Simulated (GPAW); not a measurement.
# STM contrast on a 8-layer slab of Fe(100), part 2 of 2

Wanted: filled- and empty-state images of a 8-layer slab of Fe(100), with its work function.

GPAW 26.7.0; GPAW, PAW setups; slab in vacuum, relaxation (the session's first sound run).

So far, upper work function (eV): step 2 (relaxing the atoms) 3.89.

## (3) The slab's potential (continued)

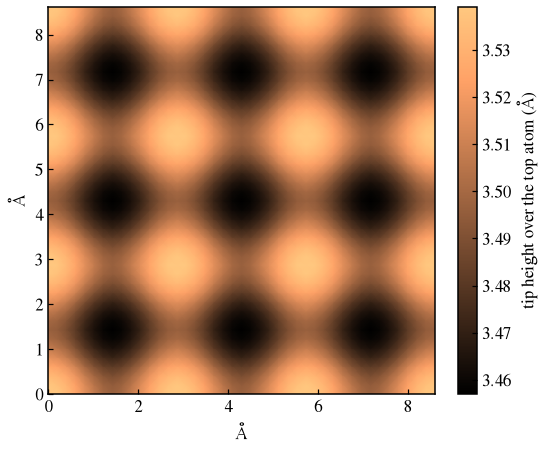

Tip height over the top atom over a1 and a2. Sample bias 2 V, constant current at the mean current 3.5 Å over the top atom. The cell is repeated, with its origin at the lower left corner.

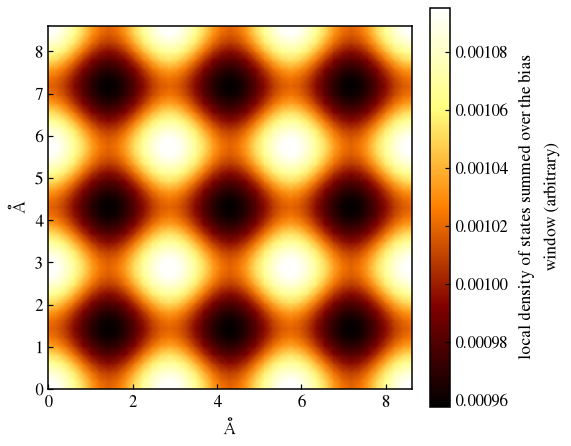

Local density of states summed over the bias window over a1 and a2. Sample bias 2 V, constant height 3.5 Å over the top atom. The cell is repeated, with its origin at the lower left corner.

Force by atom:

```
atom  x (eV/Å)  y (eV/Å)  z (eV/Å)   size
 Fe1     0.000     0.000     0.310  0.310
 Fe2     0.000     0.000    -0.306  0.306
 Fe3     0.000     0.000     0.086  0.086
 Fe4     0.000     0.000    -0.076  0.076
 Fe5     0.000     0.000    -0.024  0.024
 Fe6     0.000     0.000     0.019  0.019
 Fe7     0.000     0.000     0.004  0.004
 Fe8     0.000     0.000    -0.012  0.012
```

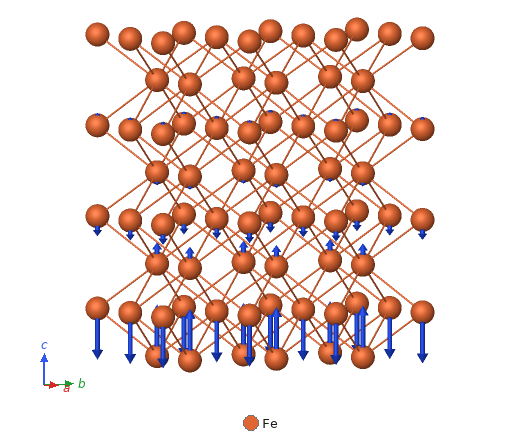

Force as arrows, the longest 0.310 eV/Å. 2×3×1 cells are drawn. Some periodic images of atoms are drawn too.

The potential is flat to 9.8e-4 eV/Å where it is read, so the vacuum is wide enough.

## (4) A changed run

One more run, with changed settings.

The input, run.py:

```python
import json
import numpy as np
from ase import Atoms
from gpaw import GPAW, PW

slab = Atoms(
    ['Fe', 'Fe', 'Fe', 'Fe', 'Fe', 'Fe', 'Fe', 'Fe'],
    positions=[
        [1.43500, 1.43500, 7.00000],
        [0.00000, 0.00000, 8.43500],
        [1.43500, 1.43500, 9.87000],
        [0.00000, 0.00000, 11.30500],
        [1.43500, 1.43500, 12.71216],
        [-0.00000, -0.00000, 14.12651],
        [1.43500, 1.43500, 15.57585],
        [-0.00000, 0.00000, 16.94845]],
    cell=[[2.87, 0.0, 0.0], [0.0, 2.87, 0.0], [0.0, 0.0, 24.045]],
    pbc=[True, True, True],
    magmoms=[2.5, 2.5, 2.5, 2.5, 2.5, 2.5, 2.5, 2.5])

slab.calc = GPAW(mode=PW(400), xc='PBE', kpts={'size': (11, 11, 1), 'gamma': True},
                 occupations={'name': 'fermi-dirac', 'width': 0.1}, nbands='160%',
                 convergence={'density': 1e-05}, maxiter=100,
                 poissonsolver={'dipolelayer': 'xy'},
                 symmetry={'tolerance': 1e-3}, txt='slab.txt')
result = {}
energy = slab.get_potential_energy()
fermi = slab.calc.get_fermi_level()
v = slab.calc.get_electrostatic_potential().mean((0, 1)) - fermi
n = slab.calc.get_pseudo_density().mean((0, 1))
L = slab.cell[2, 2]
z = np.arange(len(v)) * L / len(v)
low, high = slab.positions[:, 2].min(), slab.positions[:, 2].max()
below, above = np.interp([low - 4.8, high + 4.8], z, v)
slopes = [np.interp(x, z, np.gradient(v, z)) for x in (low - 4.8, high + 4.8)]
eps = np.array([[slab.calc.get_eigenvalues(k, s) for k in range(len(slab.calc.get_ibz_k_points()))]
                for s in range(slab.calc.get_number_of_spins())]) - fermi
top, bottom = eps[eps < 0].max(), eps[eps > 0].min()
dipole = slab.get_dipole_moment()[2]
print(f'energy {energy:.4f} eV, Fermi level {fermi:.4f} eV, dipole {dipole:.5f} e A')
print(f'potential 4.8 A off the faces, from the Fermi level: lower {below:.4f} eV, upper {above:.4f} eV')
print(f'slope of the potential there: lower {slopes[0]:.5f}, upper {slopes[1]:.5f} eV/A')
print(f'nearest levels on the mesh: {top:.4f} and {bottom:.4f} eV')
print('magnetic moment', round(slab.get_magnetic_moment(), 3))
result.update(energy=energy, fermi=fermi, dipole=dipole, below=below, above=above, slopes=slopes, edges=[top, bottom],
              z=z.tolist(), v=v.tolist(), n=n.tolist(), positions=slab.positions.tolist(),
              forces=slab.get_forces(apply_constraint=False).tolist(), moments=slab.get_magnetic_moments().tolist())
json.dump(result, open('result.json', 'w'))
```

On the command line:

```
$ OMP_NUM_THREADS=1 OPENBLAS_NUM_THREADS=1 python run.py
```

What it wrote:

```text
AssertionError
```

Wall time 0.64 s (1 thread of Arm Neoverse V2, shared host); peak memory 0.16 GiB.

The input was rejected at the start.

The fault put into the input: a dipole layer in a cell that repeats along the normal (pbc_z = true).

## (5) Results

```json
{
  "work function, both faces": "3.89 eV",
  "dipole along the normal": "-0.0011 e Å, near the numerical noise",
  "corrugation at -1.5 V": "0.0330 Å as printed, 0.020 Å or less without short-wave noise",
  "corrugation at 2 V": "0.0847 Å"
}
```

**Reading.** At -1.5 V GPAW's map carries short-wave noise, which can't be real at this height: without waves under 1.5 Å it spans 0.020 Å against 0.033 Å printed. The reading below uses the filtered value, which may still be too high. The corrugation at constant current is largest at 2 V, where the tip height varies by 0.085 Å over the cell. Negative sample bias images filled states, positive bias empty ones. The measured value for this face is 4.75 eV (as compiled in "Anisotropic work function of elemental crystals", 2019, arxiv:1902.07811); the relaxed upper face lies 0.86 eV under it with PBE. Measured work functions scatter by a tenth of an eV or more between methods. The images are of Tersoff-Hamann type: an s-wave tip, no tip-sample forces, heights closer than in a microscope. The small printed dipole stands for a step of 24 meV from the lower to the upper face, and the probes find 3.5 meV; values this small are near the numerical noise of both. One magnetic start was tried; another order may lie lower. The in-plane lattice was kept as typed, which isn't the functional's own and leaves some strain; spin-orbit coupling and temperature are left out.

[Logs are printed without paths, hosts, clocks, repeated set-up lines and the standing remarks that a program may print on its own settings, such as how far it seeks lower states.]

[Hosts, paths, dates, database ids (printed as entryN), source tags and the programs' standing remarks are cut or masked in the printed files.]
